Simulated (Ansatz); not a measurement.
**Phonon calculation, with input and output: C$_{2}$H$_{5}$O**

The run: phonon calculation of C$_{2}$H$_{5}$O, multiplicity 2, SMILES CC[O]. Method and program: UKS PBE/def2-SVP (Ansatz 0.2.0).

It belongs to a series of runs on one base structure; here: vibrations at the highest image of the band.

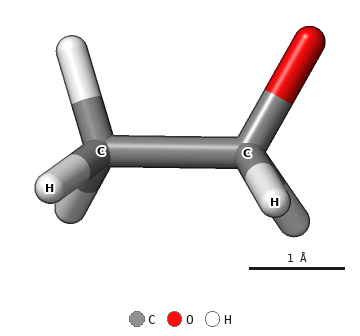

*The input geometry (stick view, seen at a tilt).*

## Key numbers

| quantity | value |
| --- | --- |
| outcome | converged |
| total energy | −4192.0443 eV |
| mean-field energy | −4192.0443 eV |
| ⟨S²⟩ | 0.752 |
| largest force (length of the vector) | 0.031 eV/Å |
| hardware | 1 thread of Arm Neoverse V1, 24 GiB of memory available, shared host |
| wall time | 67 s |
| peak memory | 0.13 GiB |

## The input
```yaml
crystal:
  periodic: [false, false, false]
  atoms:
    - { symbol: C, position_ang: [-0.462516, 0.607511, -0.256143] }
    - { symbol: C, position_ang: [0.42175, -0.556729, 0.235422] }
    - { symbol: O, position_ang: [1.735139, -0.512119, -0.043981] }
    - { symbol: H, position_ang: [-1.254542, 0.269026, -0.954297] }
    - { symbol: H, position_ang: [0.185997, 1.328766, -0.791279] }
    - { symbol: H, position_ang: [-0.958878, 1.141044, 0.579482] }
    - { symbol: H, position_ang: [0.024718, -1.557112, -0.120598] }
    - { symbol: H, position_ang: [0.30833, -0.720387, 1.351394] }
magnetization:
  spin_polarized: true
  initial_magnetization: 1
basis:
  gaussian: { orbitals: def2-SVP }
hamiltonian:
  xc: pbe
phonons: {}
```

Launch command:
```bash
ansatz run input.yaml --threads 1 --pin off --max-ram 2048MiB --backend cpu --events-out ev --progress --plain --runs-dir out
```

## The program's output
```
Engine: ansatz 0.2.0, aarch64-unknown-linux-gnu
Functional definition: PBE
  parameter kappa = 0.804
  parameter beta = 0.06672455060314922
  exchange = pbe_x(kappa = kappa, mu = beta*pi^2/3)
  correlation = pbe_c(beta = beta)
749 factors; their error is unknown
mean field evaluation 1: about -4185.7315 eV, gradient 3.6e1 eV
mean field evaluation 2: about -4177.2527 eV, gradient 5.2e1 eV
mean field evaluation 4: about -4192.0536 eV, gradient 2.2e0 eV
mean field evaluation 8: about -4192.0772 eV, gradient 1.9e-1 eV
mean field evaluation 16: about -4192.0443 eV, gradient 6.9e-5 eV
mean field evaluation 32: about -4191.6692 eV, gradient 1.6e-1 eV
mean field -4192.04427413 eV, -154.0547856045 hartree, gradient 1.2e-5 eV, S^2 0.752469; 3 other end points of the search recorded, 0 dependent functions left out
the calculation of the forces begins
reference -4192.04429823 eV, -154.0547864902 hartree; 13, 12 occupied and 54, 55 virtual orbitals, 749 factors
these checks for a lower state are left out or cut short: stability, starts, cluster_reference, orbital_swaps, neighbouring_geometries, increment
749 factors; their error is unknown
mean field -4192.04411661 eV, -154.0547798158 hartree, gradient 2.1e-6 eV, S^2 0.752469; 0 other end points of the search recorded, 0 dependent functions left out
[... from here on the field's lines of each further geometry are left out, up to the last ...]
the calculation of the forces begins
reference -4192.04423034 eV, -154.0547839953 hartree; 13, 12 occupied and 54, 55 virtual orbitals, 749 factors
these checks for a lower state are left out or cut short: stability, starts, cluster_reference, orbital_swaps, neighbouring_geometries, increment
749 factors; their error is unknown
mean field evaluation 320: about -4192.0442 eV, gradient 2.9e-5 eV
mean field -4192.04418249 eV, -154.0547822369 hartree, gradient 1.7e-6 eV, S^2 0.752461; 0 other end points of the search recorded, 0 dependent functions left out
the calculation of the forces begins
reference -4192.04420659 eV, -154.0547831227 hartree; 13, 12 occupied and 54, 55 virtual orbitals, 749 factors
WARN: phonons: modes at or below zero, which the zero-point energy, F, S and C_V leave out: 1, the lowest at -224.55 cm⁻¹. A minimum has none, and a first-order saddle one
Total energy: -4192.04429823 eV, -154.0547864902 hartree
Atom 0 at    -0.462516     0.607511    -0.256143 Å, force     0.000465    -0.002686     0.001465 eV/Å
Atom 1 at     0.421750    -0.556729     0.235422 Å, force     0.028363     0.007147    -0.010866 eV/Å
Atom 2 at     1.735139    -0.512119    -0.043981 Å, force    -0.020099    -0.000292     0.004813 eV/Å
Atom 3 at    -1.254542     0.269026    -0.954297 Å, force     0.000268     0.000852     0.000155 eV/Å
Atom 4 at     0.185997     1.328766    -0.791279 Å, force    -0.001688     0.002613    -0.001109 eV/Å
Atom 5 at    -0.958878     1.141044     0.579482 Å, force     0.000091     0.000325    -0.000918 eV/Å
Atom 6 at     0.024718    -1.557112    -0.120598 Å, force    -0.004386    -0.004647     0.001873 eV/Å
Atom 7 at     0.308330    -0.720387     1.351394 Å, force    -0.003014    -0.003311     0.004587 eV/Å
Dipole moment:    -0.421170    -0.040330     0.104113 e Å
Vibrations: -224.55 390.91 460.12 869.29 872.10 1017.83 1099.83 1108.40 1219.13 1303.03 1339.33 1402.89 1404.77 2744.62 2746.20 2975.94 3065.52 3083.30 cm⁻¹, zero-point energy 1.680185 eV
```

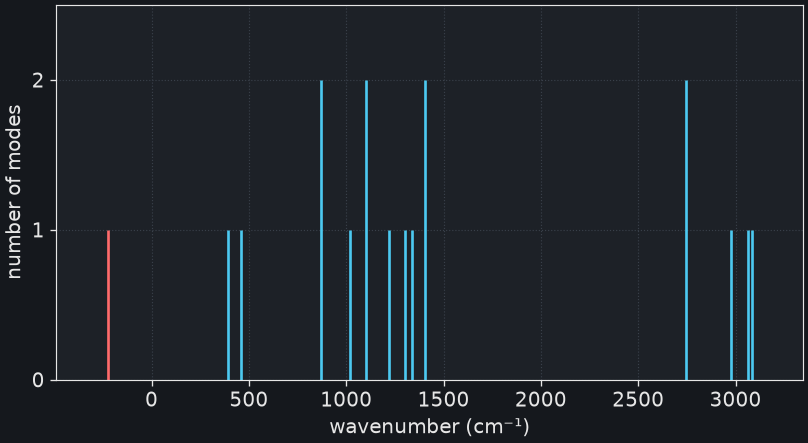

*Harmonic vibrational wavenumbers from the force constants; neighbouring modes closer than 15 cm⁻¹ are counted in one stick, and imaginary ones are drawn at negative wavenumbers.*

18 modes from 225i to 3083 cm⁻¹, 1 imaginary beyond 8i (225i cm⁻¹): a first-order saddle point, if the geometry is stationary.
